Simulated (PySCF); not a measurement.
C4H15BO2Si2, SMILES [Si](C[SiH2]B(O)O)(C)(C)C, singlet at its GFN2-xTB optimised geometry (Å):

```
24

C      1.6029    -0.6817     0.0000
Si    -0.3024    -0.6817     0.0000
C     -0.9267     1.1242     0.0000
C     -0.9412    -1.5421     1.5835
C     -0.9735    -1.5755    -1.5480
Si    -0.0901    -1.1667    -3.1998
B      0.1215     0.7713    -3.4714
O     -0.8852     1.4829    -4.0344
O      1.2827     1.3576    -3.0833
H      1.9810    -0.1310    -0.8556
H      1.9960    -1.6915    -0.0617
H      2.0094    -0.2254     0.8979
H     -2.0094     1.1727     0.0664
H     -0.6324     1.6269    -0.9156
H     -0.5212     1.6915     0.8324
H     -2.0260    -1.5778     1.6066
H     -0.6122    -1.0232     2.4787
H     -0.5799    -2.5636     1.6467
H     -0.9291    -2.6523    -1.3963
H     -2.0306    -1.3333    -1.6574
H      1.1940    -1.8972    -3.1788
H     -0.8711    -1.8428    -4.2598
H     -0.7613     2.4290    -4.1520
H      1.3770     2.3055    -3.2137
```

Calculation: B3LYP/def2-SVP (PySCF 2.14.0). Cells within 0.4 Å of a nucleus heavier than hydrogen are left out (blank, or x).

Map of the HOMO−1 amplitude (bohr^(-3/2)) on the plane z = 0.0 Å; orbital energy -7.70 eV, overall sign arbitrary:

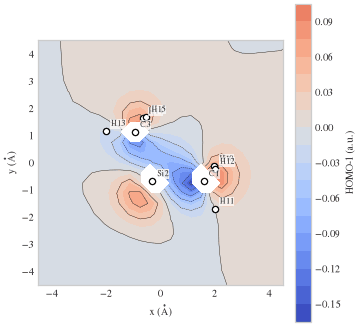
HOMO−1 amplitude (bohr^(-3/2)) on the plane z = 0.0 Å.
